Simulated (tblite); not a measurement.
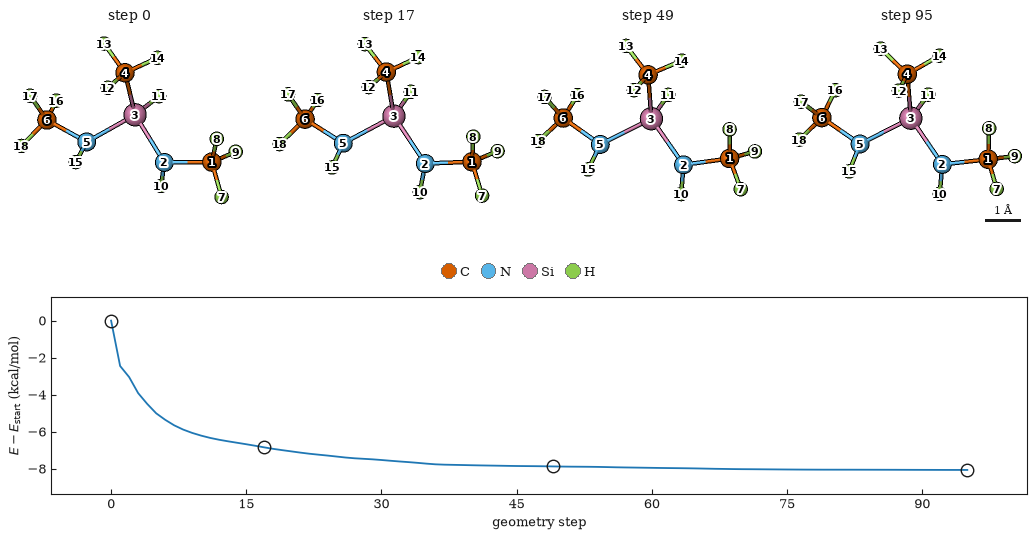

Frames of a relaxation of C₃H₁₂N₂Si, marked on the history of the run. The picture is a ball-and-stick view, seen at a tilt.

The calculation used GFN2-xTB geometry optimisation, gas phase (tblite 0.8.0). 

Question: What happens along the run?

Answer: After 95 geometry steps the energy has fallen by 8.06 kcal/mol. The largest moves after the best rigid fit, 0.44 Å, are those of H7 and H15. Largest moves by element: H 0.44 Å, C 0.16 Å, N 0.14 Å, Si 0.13 Å. Some distances before and after: Si3–C4 1.832 → 1.905 Å, Si3–N5 1.680 → 1.724 Å, N5–H15 1.029 → 1.009 Å, N2–Si3 1.710 → 1.723 Å. Among the angles between lasting bonds that change: Si3–N2–H10 105.2° → 115.9°, Si3–N5–H15 107.2° → 117.1°, N2–Si3–H11 108.5° → 117.0°. Cost: 0.97 s on 1 thread of Arm Neoverse N1, on a shared host. From step 0 to 17: H11 moves most (0.25 Å), energy −6.85 kcal/mol. From step 17 to 49: H7 moves most (0.26 Å), energy −1.03 kcal/mol. From step 49 to 95: H14 moves most (0.21 Å), energy −0.19 kcal/mol.
